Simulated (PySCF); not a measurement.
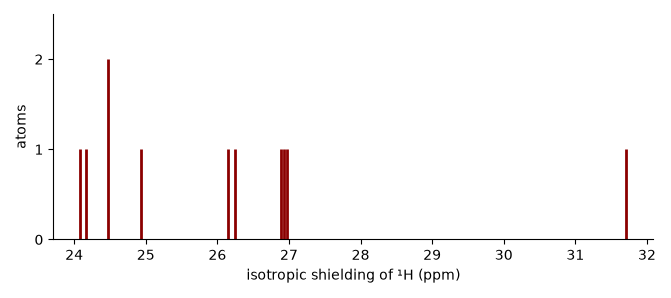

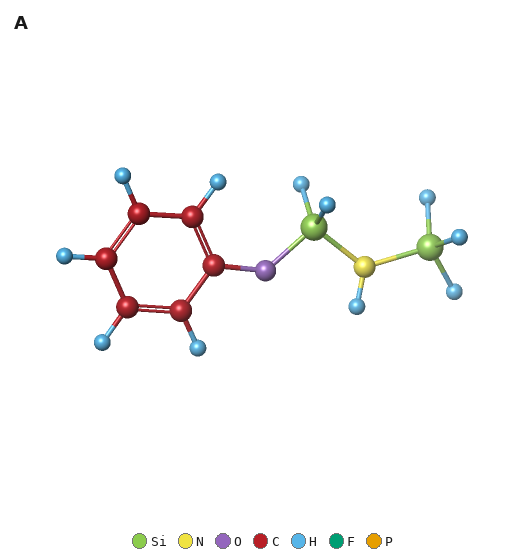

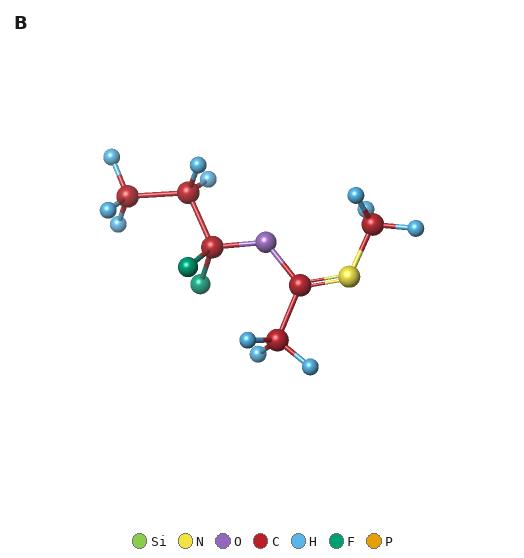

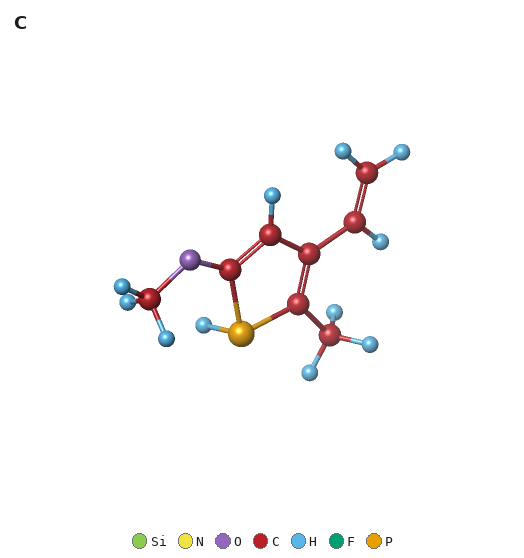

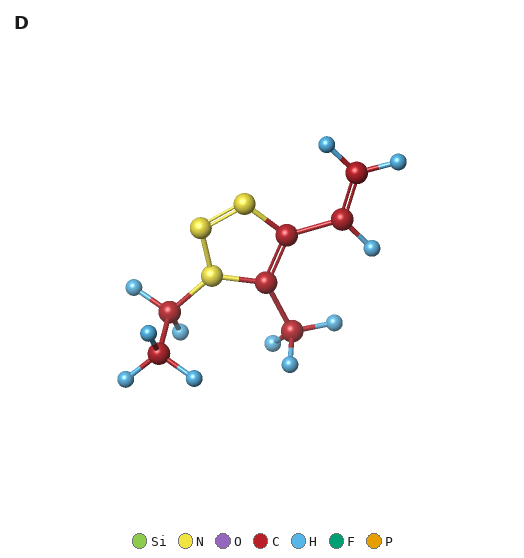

The sticks are computed shieldings of one of the molecules, for one fixed geometry (GFN2-xTB) without averaging over rotations. Low shielding means a high chemical shift. Method: GIAO PBE0/pcSseg-1 NMR shielding, non-relativistic, gas phase (PySCF 2.14.0).

Which molecule gives this pattern?

Answer. A, `[SiH3]N[SiH2]Oc1ccccc1`. Its 11 H atoms give lines at 24.09, 24.17, 24.47 (2 atoms), 24.93, 26.16, 26.24, 26.88, 26.93, 26.97, 31.71 ppm.

The geometry is semi-empirical. Around P, Si such bond lengths and angles can be off by a tenth of an ångström or more and by several degrees, and values that hang on the shape move with them.
